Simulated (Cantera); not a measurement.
Charge: 1 mol Si2H6, 0.53 mol CO2, 1.7 mol N2, held at 1448 K.

Equilibrium computed with Cantera from the NASA thermochemical tables; the gas is ideal and each condensed phase is pure. Candidate condensed phases: C, C6H6, C7H8, C8H18, H2O, Si, SiC, SiO2, Si2N2O, Si3N4; 151 gas species. The feed counts by its element totals alone. N2 is the only nitrogen source here; it is nearly inert below about 1500 K, so the nitride shown seldom forms there in practice. Mutual solubility and eutectic melting of coexisting phases are not modelled. Kinetics and transport are ignored.

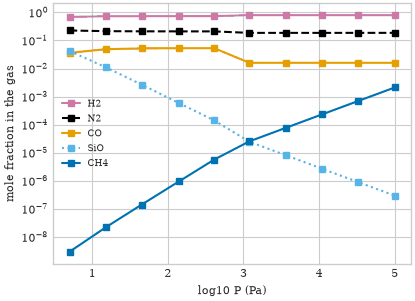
Fig. 1. Equilibrium gas composition (values under 1e-9 drawn at 1e-9)

From 5.00 Pa to 4.10 mbar the condensed part is SiC(s) + Si2N2O(s). From 12.0 mbar to 1.00 bar the condensed part is C(graphite) + Si2N2O(s). The main Si-bearing gas is SiO throughout.
